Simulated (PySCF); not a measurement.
B(GeH3)2(OH), H₇BGe₂O, SMILES O[B]([GeH3])[GeH3], B3LYP/def2-SVP optimised geometry. Atoms within 1.6 Å of the plane z = 0.0 Å (x, y, z in Å): B1 (-0.03, -0.62, 0.00), Ge2 (-1.15, 1.16, 0.00), H3 (-0.87, 2.02, -1.25), H4 (-2.68, 0.85, 0.02), H5 (-0.84, 2.04, 1.23), Ge6 (2.06, -0.62, 0.00), H7 (2.61, 0.13, -1.24), H8 (2.61, 0.14, 1.24), H9 (2.68, -2.04, 0.01), O10 (-0.64, -1.82, 0.00), H11 (-1.61, -1.79, 0.00).

Level of theory: B3LYP/def2-TZVP (PySCF). Cells within 0.4 Å of a nucleus heavier than hydrogen are left out (blank, or x).

Map of the HOMO−1 amplitude (bohr^(-3/2)) on the plane z = 0.0 Å; orbital energy -9.04 eV, overall sign arbitrary:

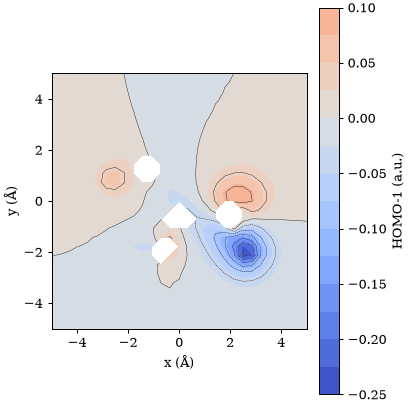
Fig. 1. HOMO−1 amplitude (bohr^(-3/2)) on the plane z = 0.0 Å.
